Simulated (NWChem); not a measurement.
# One shape, several levels: [PH4]+ (phosphonium)

We compute a comparison of 5 runs (HF/3-21G, HF/def2-SVP, B3LYP/6-31G**, PBE0/def2-SVP, PBE0/6-311G**) of [PH4]+ (phosphonium). 

The calculation is run with NWChem 7.3.0.

### Step 1. The structure to begin with

[PH4]+ has 5 atoms, charge +1, and is taken as a singlet. As SMILES, `[PH4+]`. Geometry: relaxed at GFN2-xTB.

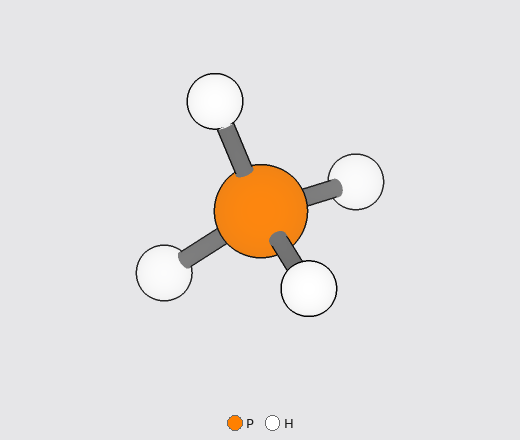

The structure, seen from a chosen angle (phosphorus orange, hydrogen white).

### Step 2. Energy and gradient at HF/3-21G (run 1)

File run.py:

```python
from ase import Atoms
from ase.calculators.nwchem import NWChem

molecule = Atoms('PHHHH', positions=[
    [-0.000020, -0.000000, 0.000050],
    [1.357460, -0.061330, 0.210450],
    [-0.617320, -1.016050, 0.691010],
    [-0.261860, -0.133750, -1.343340],
    [-0.478250, 1.211140, 0.441830],
])

calc = NWChem(
    label='h4p',
    theory='scf',
    memory='2200 mb',
    basis='3-21G',
    basispar='spherical bse',
    charge=1,
    scf={'nopen': '0', 'rhf': None, 'thresh': '1e-08', 'maxiter': '80', 'print': 'low'},
)
molecule.calc = calc

forces = molecule.get_forces()
print("Total energy (eV):", round(molecule.get_potential_energy(), 6))
print("forces (eV/A):")
for s, f in zip(molecule.symbols, forces):
    print(f"{s:2s} {f[0]:10.5f} {f[1]:10.5f} {f[2]:10.5f}")
```

Command:

```sh
$ export ASE_NWCHEM_COMMAND="nwchem PREFIX.nwi > PREFIX.nwo"
$ python run.py
```

Log:

```text
Total energy (eV): -9279.018773
forces (eV/A):
P    -0.00031   -0.00098   -0.00350
H     0.42125   -0.01861    0.06608
H    -0.19139   -0.31522    0.21345
H    -0.08150   -0.04165   -0.41328
H    -0.14804    0.37646    0.13725
```

The calculator wrote h4p.nwi:

```
title "h4p"

permanent_dir h4p

scratch_dir h4p

start h4p

geometry units angstrom nocenter noautosym noautoz
  P  -2.0000000000000002e-05 -0.0000000000000000e+00 5.0000000000000002e-05
  H  1.3574600000000001e+00 -6.1330000000000003e-02 2.1045000000000000e-01
  H  -6.1731999999999998e-01 -1.0160499999999999e+00 6.9101000000000001e-01
  H  -2.6185999999999998e-01 -1.3375000000000001e-01 -1.3433400000000000e+00
  H  -4.7825000000000001e-01 1.2111400000000001e+00 4.4183000000000000e-01
end

charge 1

memory 2200 mb

basis spherical bse noprint
   * library 3-21G
end

scf
  nopen 0
  rhf
  thresh 1e-08
  maxiter 80
  print low
end

task scf gradient
```

h4p.nwo:

```text
Northwest Computational Chemistry Package (NWChem) 7.3.0
             --------------------------------------------------------

           Job information
           ---------------

    nwchem branch   = 7.3.0
    use scalapack   = T
    input           = h4p.nwi
    prefix          = h4p.
    data base       = h4p/h4p.db
    status          = startup
    nproc           =        1

           Memory information
           ------------------

    heap     =     72089596 doubles =      550.0 Mbytes
    stack    =     72089601 doubles =      550.0 Mbytes
    global   =    144179200 doubles =     1100.0 Mbytes (distinct from heap & stack)
    total    =    288358397 doubles =     2200.0 Mbytes
    verify   = yes
    hardfail = no

           Directory information
           ---------------------

  0 permanent = h4p
  0 scratch   = h4p

                                NWChem Input Module
                                -------------------

                                        h4p
                                        ---

[... 24 lines left out ...]
            Nuclear Dipole moment (a.u.)
[... 48 lines left out ...]
  ao basis        = "ao basis"
  functions       =    21
  atoms           =     5
  closed shells   =     9
  open shells     =     0
  charge          =   1.00
  wavefunction    = RHF
  input vectors   = atomic
  output vectors  = h4p/h4p.movecs
  use symmetry    = F
  symmetry adapt  = F

 Forming initial guess at       0.0s

 Starting SCF solution at       0.1s

       Final RHF  results
       ------------------

         Total SCF energy =   -340.997653139089
      One-electron energy =   -514.581820120467
      Two-electron energy =    149.080370063249
 Nuclear repulsion energy =     24.503796918128

        Time for solution =      0.1s

                              NWChem Gradients Module
                              -----------------------

                         RHF ENERGY GRADIENTS

    atom               coordinates                        gradient
                 x          y          z           x          y          z
   1 P      -0.000038   0.000000   0.000094    0.000006   0.000019   0.000068
   2 H       2.565227  -0.115897   0.397693   -0.008192   0.000362  -0.001285
   3 H      -1.166566  -1.920056   1.305820    0.003722   0.006130  -0.004151
   4 H      -0.494844  -0.252751  -2.538545    0.001585   0.000810   0.008037
   5 H      -0.903761   2.288723   0.834938    0.002879  -0.007321  -0.002669

 Task  times  cpu:        0.2s     wall:        0.2s
 Total times  cpu:        0.2s     wall:        0.2s
```

It took 1.2 s on 1 thread of AMD EPYC 7R13 (Zen 3), shared host; peak memory 0.099 GiB.

### Step 3. Energy and gradient at HF/def2-SVP (run 2)

File h4p.nw:

```
start h4p
title "H4P hf"
memory total 2200 mb
charge 1
geometry noautosym nocenter noautoz
  P       -0.000020       0.000000       0.000050
  H        1.357460      -0.061330       0.210450
  H       -0.617320      -1.016050       0.691010
  H       -0.261860      -0.133750      -1.343340
  H       -0.478250       1.211140       0.441830
end
basis spherical bse
  * library def2-SVP
end
scf
  thresh 1e-08
  maxiter 80
end
task scf gradient
```

Command:

```sh
$ nwchem h4p.nw > h4p.out
```

Log:

```text
[...]
  functions       =    38
[...]
  wavefunction    = RHF
[...]
         Total SCF energy =   -342.679368549099
      One-electron energy =   -516.487757596493
      Two-electron energy =    149.304592129266
 Nuclear repulsion energy =     24.503796918128
        Time for solution =      0.6s
[...]
                         RHF ENERGY GRADIENTS
    atom               coordinates                        gradient
                 x          y          z           x          y          z
   1 P      -0.000038   0.000000   0.000094    0.000006   0.000020   0.000075
   2 H       2.565227  -0.115897   0.397693   -0.008645   0.000383  -0.001355
   3 H      -1.166566  -1.920056   1.305820    0.003928   0.006469  -0.004383
   4 H      -0.494844  -0.252751  -2.538545    0.001671   0.000854   0.008481
   5 H      -0.903761   2.288723   0.834938    0.003040  -0.007726  -0.002818
[...]
```

Wall time 1.3 s (1 thread of AMD EPYC 7R13 (Zen 3), shared host); peak memory 0.099 GiB.

Runs 3 to 4 aren't shown in full; the table further down has their settings and results.

### Step 4. Energy and forces at PBE0/6-311G(d,p) (run 5)

File m1.nw:

```
start m1
memory total 2200 mb
charge 1

geometry units angstrom noautosym nocenter noautoz
  P       -0.000020       0.000000       0.000050
  H        1.357460      -0.061330       0.210450
  H       -0.617320      -1.016050       0.691010
  H       -0.261860      -0.133750      -1.343340
  H       -0.478250       1.211140       0.441830
end

basis spherical bse
  * library 6-311G**
end

dft
  xc pbe0
  grid xfine
  convergence energy 1e-08
  maxiter 100
  mulliken
end

task dft gradient
```

Command:

```sh
$ nwchem m1.nw > m1.out
```

Log:

```text
[...]
          Wavefunction type:  closed shell.
          No. of atoms     :     5
          No. of electrons :    18
[...]
          Charge           :     1
          Spin multiplicity:     1
[...]
          AO basis - number of functions:    50
[...]
              XC Information
              --------------
                         PBE0 Method XC Functional
                     Hartree-Fock (Exact) Exchange  0.250
          PerdewBurkeErnzerhof Exchange Functional  0.750
            Perdew 1991 LDA Correlation Functional  1.000 local
           PerdewBurkeErnz. Correlation Functional  1.000 non-local
[...]
 d= 0,ls=0.0,diis     1   -343.1388354216 -3.68D+02  2.03D-02  5.61D+00     0.9
[...]
 d= 0,ls=0.0,diis     6   -343.3173648058 -9.75D-09  5.13D-07  7.58D-10     4.1
         Total DFT energy =     -343.317364805841
      One electron energy =     -517.092025188056
           Coulomb energy =      173.616561478755
    Exchange-Corr. energy =      -24.345698014668
 Nuclear repulsion energy =       24.503796918128
[...]
      Total Density - Mulliken Population Analysis
     ---------------------------------------------
    Atom       Charge   Shell Charges
 -----------   ------   -------------------------------------------------------
    1 P   15    14.55   0.79  1.18  0.91  1.08  0.90  0.69  2.03  3.85  0.73  2.08  0.23  0.10
    2 H    1     0.86   0.24  0.54  0.07  0.02
    3 H    1     0.86   0.24  0.54  0.07  0.02
    4 H    1     0.86   0.24  0.54  0.07  0.02
    5 H    1     0.86   0.24  0.54  0.07  0.02
[...]
  wavefunction    = closed shell
                         DFT ENERGY GRADIENTS
    atom               coordinates                        gradient
                 x          y          z           x          y          z
   1 P      -0.000038   0.000000   0.000094    0.000007   0.000020   0.000071
   2 H       2.565227  -0.115897   0.397693   -0.013709   0.000612  -0.002138
   3 H      -1.166566  -1.920056   1.305820    0.006230   0.010259  -0.006962
   4 H      -0.494844  -0.252751  -2.538545    0.002647   0.001352   0.013495
   5 H      -0.903761   2.288723   0.834938    0.004824  -0.012243  -0.004465
[...]
```

It took 6 s on 1 thread of AMD EPYC 7R13 (Zen 3), shared host; peak memory 0.13 GiB.

### Step 5. The series

```
run                                level  iteration cap  module  energy (Eh)  largest force (eV/Å)  wall time
  1                             HF/3-21G             80     scf  -340.997653                 0.427      1.2 s
  2                          HF/def2-SVP             80     scf  -342.679369                 0.451      1.3 s
  3  B3LYP/6-31G** (spherical functions)            100     dft  -343.450114                 0.651      5.7 s
  4                        PBE0/def2-SVP            100     dft  -343.200707                 0.853      4.8 s
  5                        PBE0/6-311G**            100     dft  -343.317365                 0.715        6 s
```

### Step 6. Outcome

```
                       quantity          value
            run 5: total energy  -343.31736 Eh
             run 5: HOMO energy      -19.35 eV
             run 5: LUMO energy       -5.67 eV
           run 5: HOMO–LUMO gap       13.68 eV
run 5: largest force on an atom     0.715 eV/Å
```

**Reading.** Over runs 2, 3, 5 the HOMO–LUMO gap runs from 13.18 eV (B3LYP/6-31G**) to 21.41 eV (HF/def2-SVP). The two ends differ in method and basis. Totals of different functionals can't be ranked against each other. All runs together took 19 s, the longest 6 s.
